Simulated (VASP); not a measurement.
Band structure of PbO (litharge). Computed with PW91 GGA, VASP's PBE PAW potentials (set 64) (plane waves; VASP 6.6.1).

Without a dispersion term in the relaxation, distances and binding between the weakly bound layers, chains or molecules are unreliable, and so is what depends on them. Unless said otherwise, spin-orbit coupling is left out, though it shifts the bands of the heavy elements here.

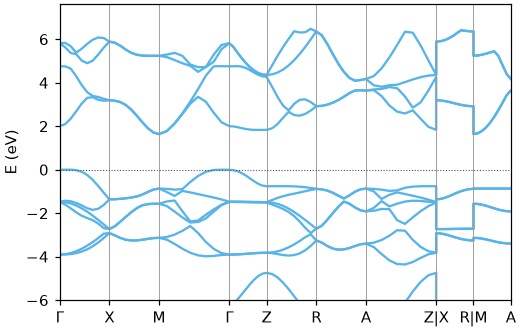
Bands along high-symmetry lines, zero at the valence-band maximum or, without a gap, the Fermi level

Q: Read the plot: is there a gap, and where are the band edges?

A: The gap is indirect, 1.64 eV, from the valence maximum at M-Γ at 0.89 to the conduction minimum at M. (Edges off the drawn lines would not show.)

The compound is PbO in the litharge structure. It was relaxed first, which changed the volume by +12 %.
